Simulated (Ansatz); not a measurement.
# Profile along the O–Cd line in CdO (rock salt)

CdO (rock salt)

```
CELL_PARAMETERS angstrom
      0.00000     2.38417     2.38417
      2.38417     0.00000     2.38417
      2.38417     2.38417     0.00000
ATOMIC_POSITIONS crystal
  O  0.00000 0.00000 0.00000
  Cd 0.50000 0.50000 0.50000
```

Fields along a shortest O–Cd line of a {110} plane (2.38 Å), from O to Cd, interpolated on the slice's grid (step about 0.2 Å). Method: PBE (plane waves to 420 eV, PAW, scalar-relativistic; Ansatz, a quantum-chemistry and plane-wave program). k mesh 12×12×12. Near the nuclei the fields are pseudised (PAW); where an atom keeps semicore shells as valence, they peak there. CdO was relaxed with its symmetry unable to fall. The PAW data are Ansatz's earlier set.

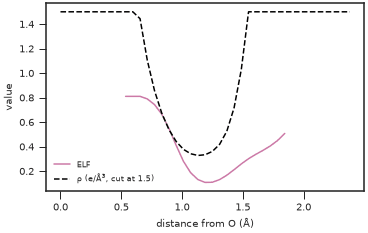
ELF (away from the nuclei) and valence density from O to Cd.

Density on the O–Cd line (2.38 Å) at its density minimum, 1.1 Å from O: 0.33 e/Å³. ELF at that point: 0.1.
